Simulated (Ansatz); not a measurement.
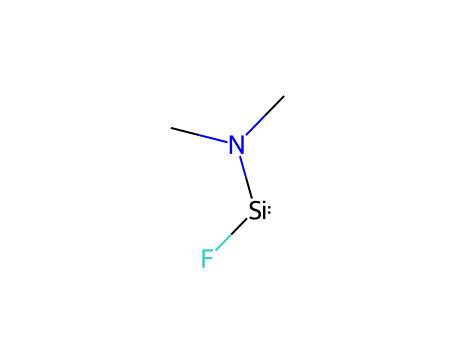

Figure made from data computed with Ansatz.

Transcribe the drawing into SMILES.

Answer. CN(C)[Si]F

Give the formula, hydrogens included.

Answer. C2H6FNSi.
